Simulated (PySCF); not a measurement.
**F2H2Si, SMILES `F[SiH2]F`: what the electrons do**

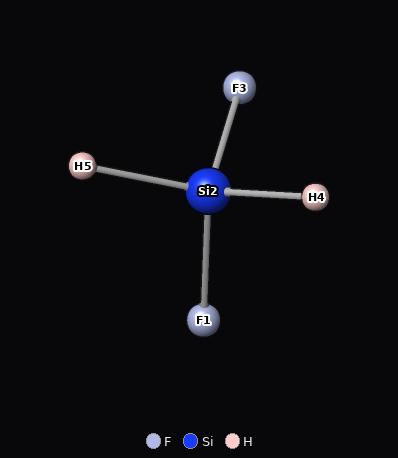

The molecule, with its atoms numbered as below. No frequency check shows the geometry to be a minimum.

Coordinates in Å:

```
F1       1.2472    0.5091    0.0003
Si2      0.0000   -0.4835    0.0000
F3      -1.2472    0.5091   -0.0003
H4      -0.0024   -1.1972    1.2539
H5       0.0024   -1.1972   -1.2539
```

### 1. Bonding charge

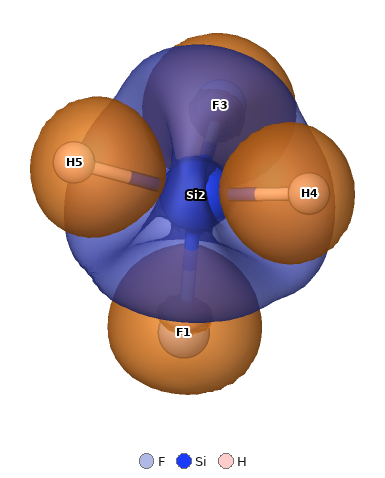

Deformation density (molecule less spherical, spin-averaged free atoms at the same positions), surfaces at ±0.04 e/Å³; orange: gain, blue: loss.

Method: PBE0/def2-TZVP; geometry: GFN2-xTB; program: PySCF.

Question: How much density has each bond gained at its critical point, relative to the free atoms?

Answer: Si2–H4 and Si2–H5: +0.29 e/Å³ at the bond critical point (bond length 1.44 Å, Mayer order 0.9). Si2–F3 and F1–Si2: +0.08 e/Å³ at the bond critical point (bond length 1.59 Å, Mayer order 1.1); up to 0.6 Å beside the axis the gain reaches +0.35 e/Å³. In all, 1.2 electrons gather in the regions of gain relative to the promolecule. A small or negative value marks a very polar bond, one between electron-rich atoms, whose free-atom densities already overlap strongly, a long bond to a heavier atom, or a closed-shell contact such as a hydrogen bond.

Question: Where do the Hirshfeld charges lie?

Answer: The highest Hirshfeld charge is on Si2 (+0.52 e), the lowest on F1 and F3 (−0.20 e).

### 2. Bond critical points

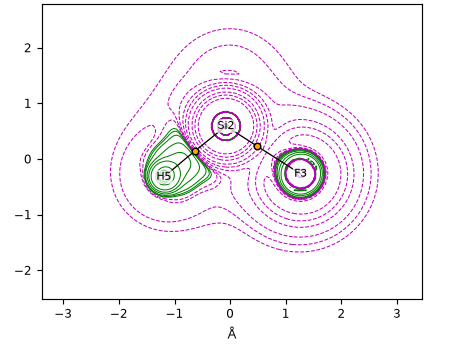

Negative Laplacian of the density (−∇²ρ) in the plane of Si2, F3 and H5 (solid green lines positive, dashed magenta lines negative, contours at ±0.02 to ±8 a.u.), with bond paths and bond critical points (dots).

Question: At which bond critical points in this plane is charge locally concentrated, and at which depleted?

Answer: At none is it concentrated. Depleted (∇²ρ > 0): Si2–F3 (+1.02 a.u., H = −0.041); Si2–H5 (+0.18 a.u., H = −0.090). A positive Laplacian with clearly negative H marks a strongly polar covalent bond, whose critical point lies close to the core of the less electronegative atom.

Question: Where along Si2–F3 does the critical point lie?

Answer: 0.67 Å from Si2 and 0.93 Å from F3.

### 3. Local ionisation energy

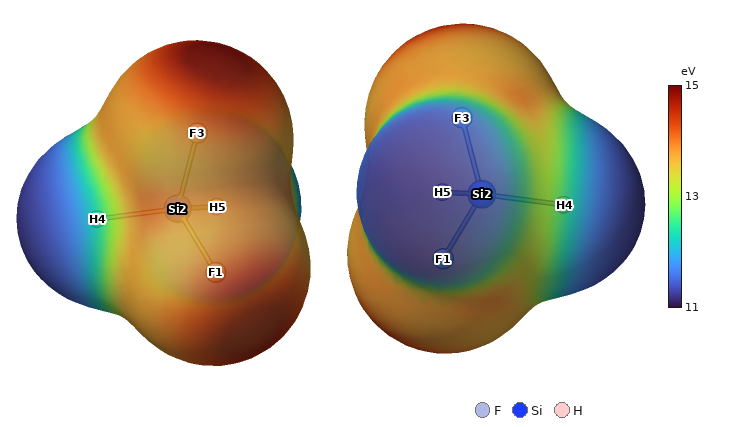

Average local ionisation energy on the surface of electron density 0.001 a.u. (back view left, front view right).

Question: Where are the most loosely bound electrons on this surface?

Answer: The lowest value is 11.2 eV, 1.4 Å from H5, and at like points elsewhere. Further minima include 13.6 eV, 1.7 Å from F1, and at like points elsewhere. For comparison, the highest occupied orbital lies at −10.1 eV.

### 4. In an electric field

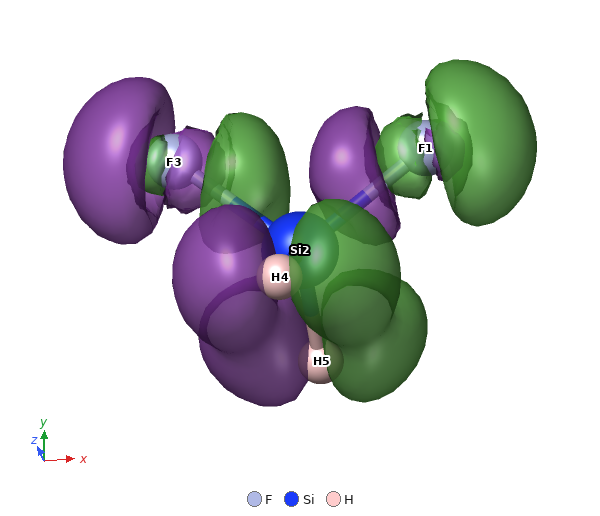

Change of the electron density in a uniform field of 0.21 V/Å, surfaces at ±0.0015 e/Å³ (purple: gain, green: loss).

PySCF calculation, PBE0/def2-TZVP, gas phase; geometry: GFN2-xTB. A basis without diffuse functions makes polarisabilities too small.

Question: Along which Cartesian direction does the field point?

Answer: Along +x: electrons gather on the −x side, against the field.

Question: How large is the response?

Answer: The induced dipole is 0.22 D (along the field); α along this axis, from the fields in both directions, is 22 bohr³ (3.3 Å³).

Question: Which atoms gain and lose the most charge?

Answer: Electrons gather most on F3 (Hirshfeld charge changes by −0.007 e) and leave F1 most (+0.007 e); 0.026 electrons are displaced in all.

### 5. Removing or adding an electron

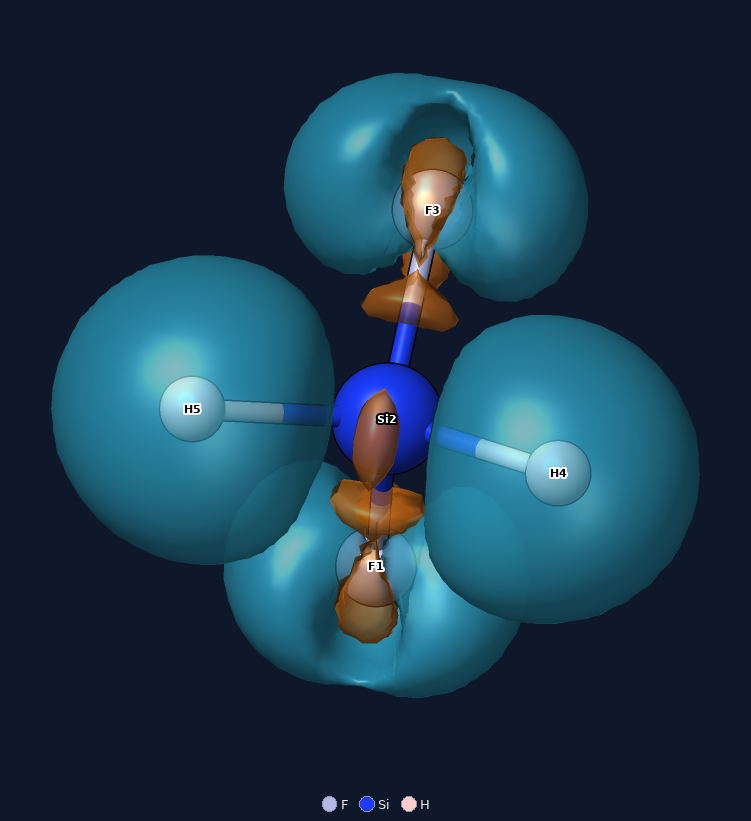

Fukui function f⁻ = ρ(N) − ρ(N−1) at fixed geometry, surfaces at ±0.02 e/Å³ (light blue positive, orange negative).

Computed with PySCF, PBE0/def2-TZVP, geometry: GFN2-xTB.

Question: On which atoms does the density change most on removal of an electron?

Answer: f⁻ (Hirshfeld-condensed) is largest on Si2 (0.28) and H4 and H5 (0.21 each); the vertical ionisation energy is 12.84 eV. Condensed values hint at sites of electrophilic attack but needn't mark the atom that reacts. Orbital relaxation makes it negative in places (0.07 e in all).

| atom | f⁻ | charge |
| --- | --- | --- |
| F1 | +0.15 | −0.20 |
| Si2 | +0.28 | +0.52 |
| F3 | +0.15 | −0.20 |
| H4 | +0.21 | −0.06 |
| H5 | +0.21 | −0.06 |
